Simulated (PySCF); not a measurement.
EPR calculation, with input and output: C6H9FNO

System: C6H9FNO, multiplicity 2.
Method: UKS B3LYP, pcH-1 on C F H N O, non-relativistic, mean-field spin-orbit, GIAO (PySCF 2.14.0).

It belongs to a series of runs on one base structure; here: H added to aryl C.

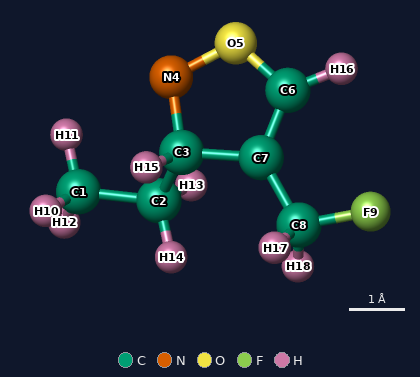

*The structure (ball-and-stick view, seen at a tilt; atoms are numbered from 1 in the order of the input).*

Bond lengths as drawn: C–C 1.34 to 1.55 Å, C–F 1.37 Å, C–H 1.07 to 1.10 Å, C–N 1.43 Å, C–O 1.35 Å and N–O 1.35 Å.

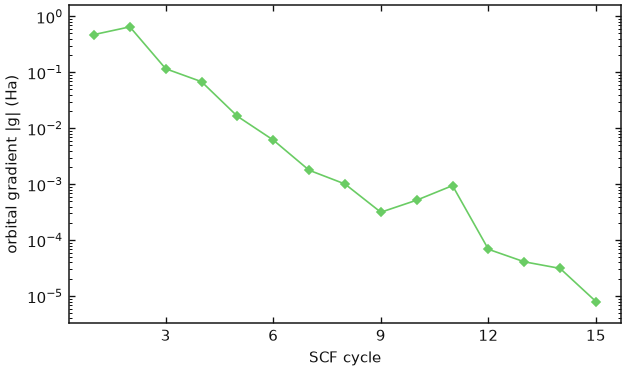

*Convergence of the self-consistent field: orbital gradient |g| against the SCF cycle.*

All cycles printed in the log are drawn one after another.

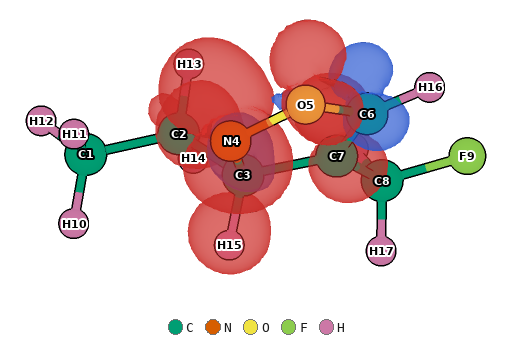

*Isosurfaces of the spin density at +0.015 (red) and −0.015 e/Å³ (blue), seen from the side.*

The unpaired spin (1 electron) lies mostly on N4 (about 0.6) and O5 (about 0.2), in electrons by Hirshfeld's partition.

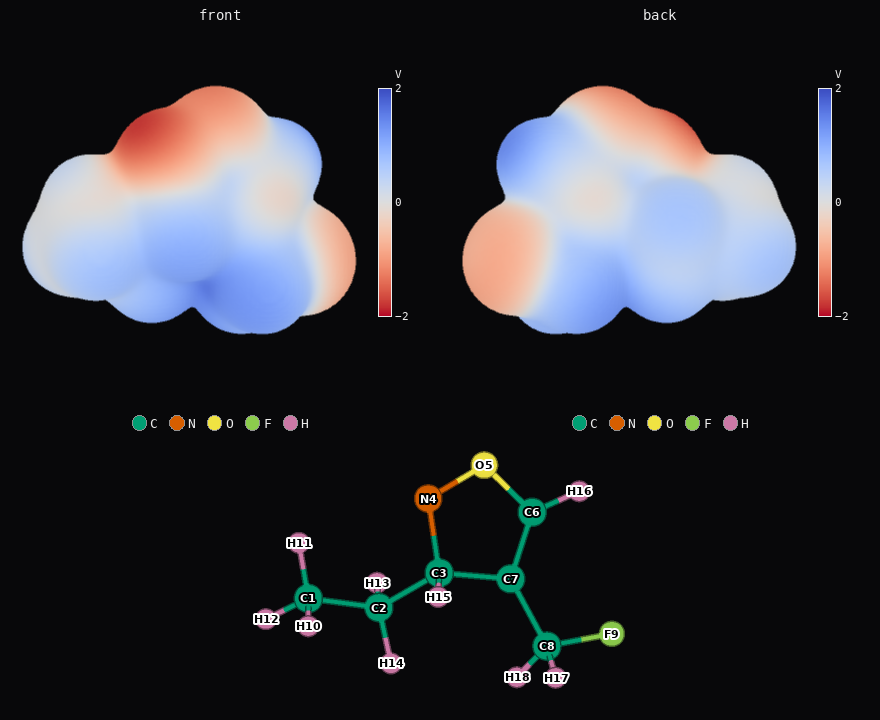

*The molecular electrostatic potential painted on the density surface at 0.002 e/bohr³, seen at a tilt and from behind; red is negative and blue positive. The bare structure is drawn below in the same view.*

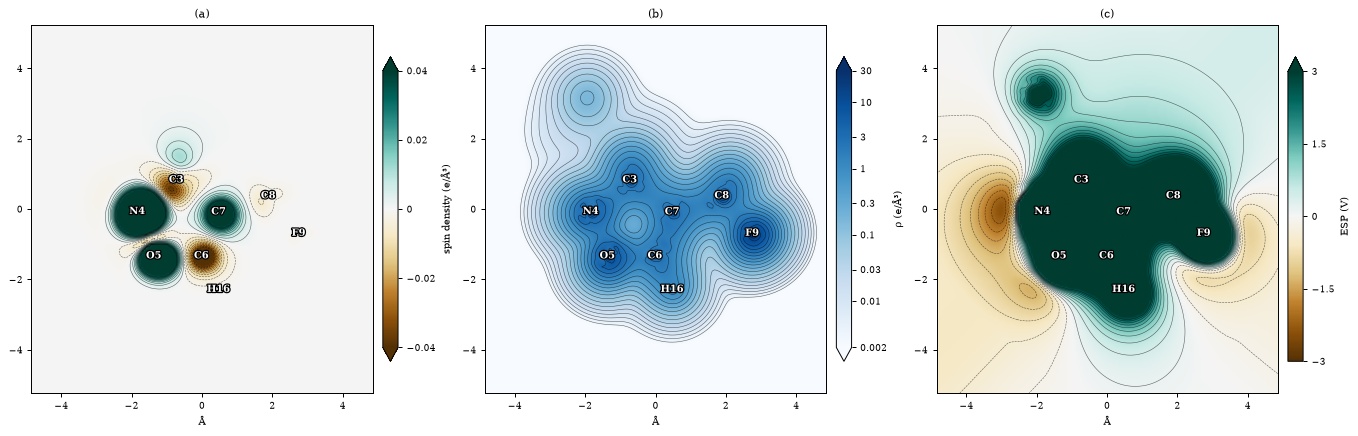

*(a) spin density (α minus β); (b) total electron density; (c) electrostatic potential on the plane of atoms O5, C6 and H16.*

The section cuts through C, N, O, F and H sites. C–C (1.34 Å): ρ is about 1.7 e/Å³ halfway. C–O (1.35 Å): ρ at the midpoint is about 2 e/Å³. C–F (1.37 Å): ρ is about 1.4 e/Å³ halfway. C–N (1.43 Å): ρ is about 1.5 e/Å³ halfway. The unpaired spin (1 electron) lies mostly on N4 (about 0.6) and O5 (about 0.2), in electrons by Hirshfeld's partition.

These pictures come from the run below.

Input file
```
{"job": {"kind": "epr", "basis": "pcH-1"}, "charge": 0, "multiplicity": 2}
C      2.589362    -0.080932    -0.418579
C      1.186308    -0.310787     0.120505
C      0.121781     0.296992    -0.828567
N      0.283194     1.713833    -0.936645
O     -0.862782     2.300410    -0.533316
C     -1.778529     1.370252    -0.193520
C     -1.296092     0.126511    -0.344877
C     -1.962845    -1.175675    -0.101686
F     -3.260844    -0.996328     0.300804
H      2.728832    -0.607900    -1.359594
H      2.746064     0.979983    -0.590174
H      3.329220    -0.439062     0.293218
H      1.081980     0.161050     1.098984
H      0.986746    -1.379063     0.224312
H      0.283596    -0.158242    -1.820069
H     -2.733454     1.730312     0.135717
H     -1.991600    -1.783017    -1.016043
H     -1.459695    -1.742021     0.693115
```

The first line tells a small driver script what to run in PySCF; the rest is the geometry in Å.

Launch command:
```bash
OMP_NUM_THREADS=1 python <driver script> task.json out
```

Output
```
UKS, coarse grid
  cycle   1  E = -463.69979164  |g| = 4.73e-01
  cycle   2  E = -463.64278583  |g| = 6.50e-01
  cycle   3  E = -463.77826740  |g| = 1.16e-01
  cycle   4  E = -463.78142913  |g| = 6.80e-02
  cycle   5  E = -463.78341712  |g| = 1.64e-02
  cycle   6  E = -463.78353970  |g| = 6.16e-03
  cycle   7  E = -463.78356270  |g| = 1.78e-03
  cycle   8  E = -463.78356642  |g| = 1.01e-03
  cycle   9  E = -463.78356678  |g| = 3.16e-04
UKS, final grid
  cycle   1  E = -463.78357837  |g| = 5.19e-04
  cycle   2  E = -463.78357809  |g| = 9.45e-04
  cycle   3  E = -463.78357850  |g| = 6.88e-05
  cycle   4  E = -463.78357850  |g| = 4.11e-05
  cycle   5  E = -463.78357850  |g| = 3.13e-05
  cycle   6  E = -463.78357851  |g| = 8.01e-06
E = -463.78357851 Eh   <S^2> = 0.7571 (exact 0.7500)
g shifts (ppm)      1          2          3
  rmc          -253       -253       -253
  gc            -19         43         41
  oz_so         -41       2623       4186
  total        -313       2413       3975
hyperfine (MHz)  atom isotope    a_iso     a_fc   dipolar eigenvalues
    0   13C      -2.04      -2.04     -0.68     -0.53      1.21
    1   13C      84.47      84.47     -7.41     -7.14     14.55
    2   13C     -36.77     -36.77     -2.90     -0.69      3.59
    3   14N      32.35      32.35    -38.88    -36.80     75.68
    4   17O     -21.41     -21.41    -69.12     32.79     36.33
    5   13C     -14.65     -14.65    -12.29      4.56      7.73
    6   13C      10.70      10.70    -10.79     -7.35     18.14
    7   13C      -4.83      -4.83     -0.44     -0.30      0.75
    8   19F      -1.63      -1.63     -1.20     -0.80      2.01
    9    1H       0.26       0.26     -1.68     -1.61      3.28
   10    1H       0.57       0.57     -3.45     -3.14      6.60
   11    1H       2.75       2.75     -1.40     -1.00      2.40
   12    1H      -5.90      -5.90     -5.72     -2.21      7.93
   13    1H       4.86       4.86     -4.16     -2.06      6.22
   14    1H     156.67     156.67     -5.33     -3.50      8.83
   15    1H       1.96       1.96     -3.11     -1.46      4.57
   16    1H       9.82       9.82     -1.44     -1.25      2.70
   17    1H      11.89      11.89     -1.43     -1.17      2.61
```

Key numbers

```tsv
quantity	value
outcome	converged
total energy	−463.783579 hartree
⟨S²⟩	0.757
isotropic g	2.0043
hardware	1 CPU thread, shared host
wall time	2 min
peak memory	1.1 GiB
```
